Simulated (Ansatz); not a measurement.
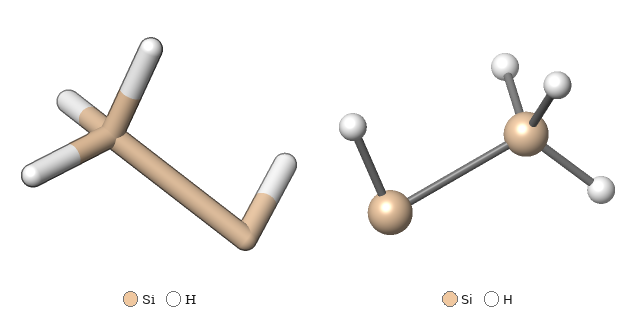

The same structure drawn twice, from different directions.

The geometry was computed by an optimisation with PBE0-D4/def2-TZVP.

Description:

It has 6 atoms: 2 silicon and 4 hydrogen (Si2H4). Coordination: 1 Si bent; 1 Si tetrahedral.

The parts below concern this one geometry. Atoms keep their numbers from picture to picture.

### Charges

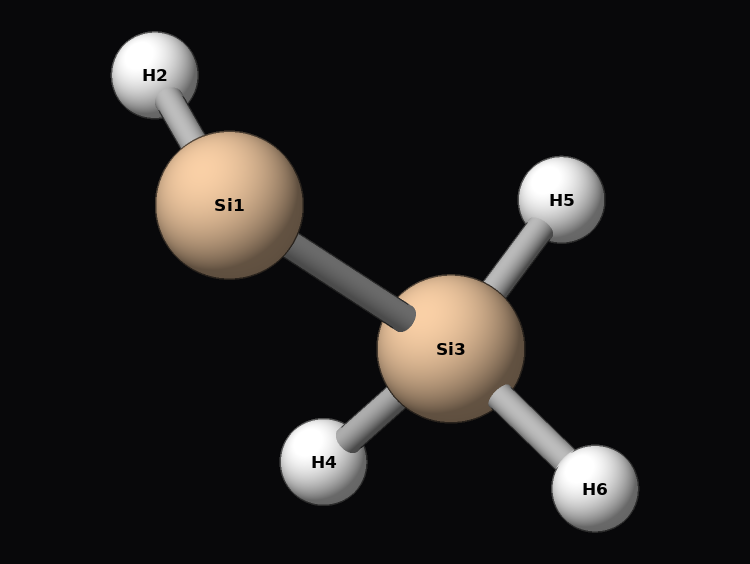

The questions are on Mulliken charges. Method: RKS PBE0-D4/def2-TZVP (Ansatz 0.2.0).

> Which atom carries the highest charge (most positive or least negative)?

Si1 (0.04 e).

> And the lowest?

H6 (−0.02 e).

List the Mulliken charges.

| atom | value (e) |
| --- | --- |
| Si1 | 0.04 |
| H2 | 0.00 |
| Si3 | 0.00 |
| H4 | −0.01 |
| H5 | −0.01 |
| H6 | −0.02 |

### Vibrations

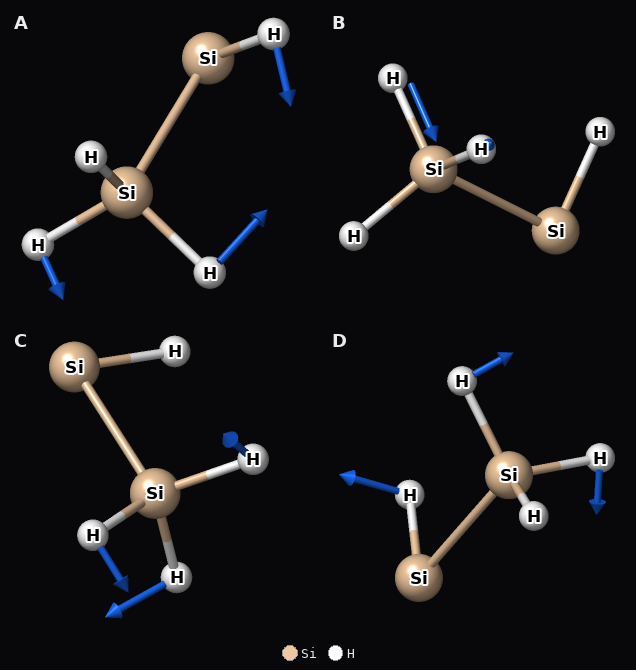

4 normal modes of one molecule or complex, as arrows. Harmonic vibrations computed with RKS PBE0-D4/def2-TZVP (Ansatz 0.2.0) at a stationary point of the same level.

> Match the panels to the wavenumbers 69 cm⁻¹, 336 cm⁻¹, 916 cm⁻¹, 2197 cm⁻¹.

A: 336 cm⁻¹, H–Si–Si bending
B: 2197 cm⁻¹, Si–H stretching
C: 916 cm⁻¹, H–Si–H bending
D: 69 cm⁻¹

### Electronic properties

Level of theory: RKS PBE0-D4/def2-TZVPP (Ansatz 0.2.0).

> Estimate the HOMO–LUMO gap.

3.30 eV.

> What is the HOMO energy (Kohn–Sham orbital)?

−6.66 eV.

Mulliken values depend strongly on the basis set and can even reverse the polarity of a bond.
